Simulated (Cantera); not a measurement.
Feed: 1 mol C₂H₅OH, 0.35 mol O₂, 1.7 mol H₂, held at 35.0 bar.

Method: chemical equilibrium by Gibbs-energy minimisation in Cantera with the NASA 1993 tables (ideal gas, pure condensed phases). Candidate condensed phases: C, C₆H₆, C₇H₈, C₈H₁₈, H₂O; 110 gas species. The ideal-gas law is rough above about 30 bar. Equilibrium is a limit: real reactors are often held back by kinetics, nucleation or transport.

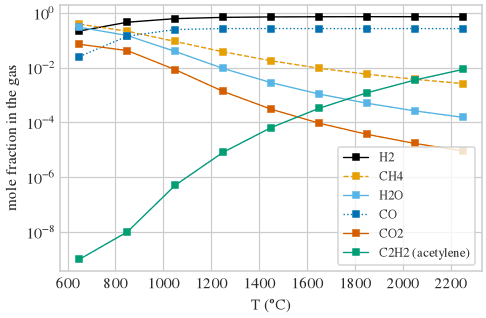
Figure: Equilibrium gas composition (values under 1e-9 drawn at 1e-9)

From 650 °C to 2250 °C the condensed part is C(graphite). The main C-bearing gas is CH₄ at 650 °C and CO at 2250 °C. The share of C in condensed phases is highest at 1850 °C (12.5 %) and lowest at 1050 °C (2.9 %).
